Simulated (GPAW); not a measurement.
Consider FeNi (Cmmm).

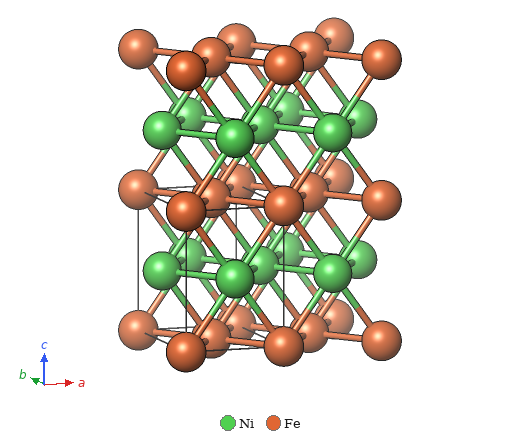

The structure (nickel green, iron orange). 2×1×2 conventional cells are drawn. Some periodic images of atoms are drawn too.

```xyz
2
Lattice="1.4370 -1.9813 0.0000 1.4370 1.9813 0.0000 0.0000 0.0000 3.9493" Properties=species:S:1:pos:R:3 pbc="T T T"
Ni    1.4370    0.0000    1.9746
Fe    0.0000    0.0000    0.0000
```

Absorber: atom 2, with 4 Ni at 2.44 Å, 4 Fe at 2.45 Å, 4 Ni at 2.80 Å and 2 Fe at 2.87 Å (cube and octahedron, as in bcc, site symmetry mmm). Method: GPAW, LDA, excited-electron core hole (neutral cell), 16-atom cell with 6.1 Å between holes, 4×3×3 k points, dipole transitions, Gaussian full width 1.25 eV up to 4 eV, rising linearly to 3.5 eV at 25 eV.

**Question.** Predict the near-edge structure at the Fe K edge.

Main maxima up to 30 eV above the zero (height): 3.5 eV (0.59), 12.5 eV (1.36) and 20.1 eV (1.73). A K edge sees empty p states. The weak features of the first eV are p character mixed into the empty d bands; the main 4p edge lies above them. The total-energy difference is 7091.36 eV. The tabulated edge of the element is 7112 eV. The functional leaves an error in such absolute values: in the free atom LDA prices this hole 16.1 eV below PBE (computed apart), and PBE is itself good to a few eV.

The Fe K spectrum (energy from the lowest empty level; intensity scaled to a mean of 1 over the first 20 eV; polarised curves are means over the symmetry-equivalent atoms):

```
E (eV)  isotropic  ε ∥ x  ε ∥ y  ε ∥ z
  -2.0       0.00   0.00   0.00   0.00
  -0.5       0.08   0.06   0.10   0.09
   1.0       0.45   0.45   0.55   0.35
   2.5       0.55   0.54   0.54   0.57
   4.0       0.58   0.58   0.53   0.64
   5.5       0.44   0.41   0.48   0.42
   7.0       0.56   0.55   0.50   0.63
   8.5       0.87   0.95   0.84   0.81
  10.0       1.14   1.06   1.19   1.16
  11.5       1.31   1.33   1.28   1.31
  13.0       1.34   1.32   1.39   1.32
  14.5       1.21   1.11   1.31   1.20
  16.0       1.34   1.45   1.26   1.31
  17.5       1.55   1.62   1.48   1.56
  19.0       1.67   1.63   1.71   1.67
  20.5       1.71   1.62   1.70   1.81
  22.0       1.42   1.38   1.39   1.50
  23.5       1.09   1.07   1.14   1.06
  25.0       0.99   0.99   1.01   0.98
  26.5       1.06   1.05   1.00   1.12
  28.0       1.21   1.26   1.14   1.23
  29.5       1.30   1.37   1.26   1.27
  31.0       1.29   1.30   1.28   1.31
```

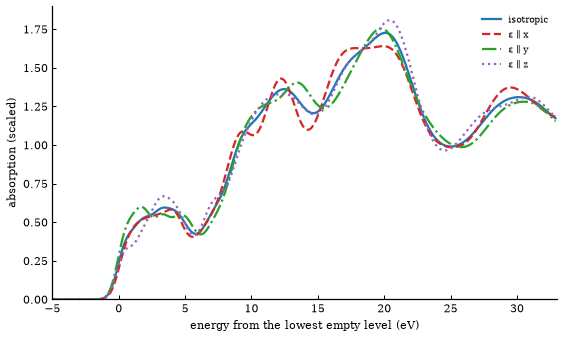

The Fe K edge.

The hole lies in one spin channel, while the script sums the empty states of both and takes the lower zero; where the two channels are split, this blurs and shifts the curve. Quadrupole 1s→3d transitions, which feed the pre-edge, are not in the dipole spectrum. The spins start ferromagnetically in a simple order, which needn't be the measured one; gap and edge can depend on it. The holes are only 6.1 Å apart, so the shape is probably not converged with cell size; no larger cell was run here. The mesh is coarse (0.39 Å⁻¹ between points), so small maxima may be mesh ripples. Lifetime broadening is put in by hand, and intensities beyond about 20 eV depend on it and on the partial waves. The structure is a computed Materials Project entry and may be a hypothetical form.

[Banner, clock and machine lines of the logs are left out without a mark of their own.]

[Logs are printed without paths, hosts, clocks, repeated set-up lines and the standing remarks that a program may print on its own settings, such as how far it seeks lower states.]

[Hosts, paths, dates, database ids (printed as entryN), source tags and the programs' standing remarks are cut or masked in the printed files.]

[Lists of maxima count a maximum above −3 eV only where it reaches 4 % of the highest in the window and stands out from its surroundings by 2 % of it (1.5 % where it reaches 55 %); shoulders and weaker maxima are passed over, and of the rest the first, up to two pre-edge ones and the few strongest are named.]
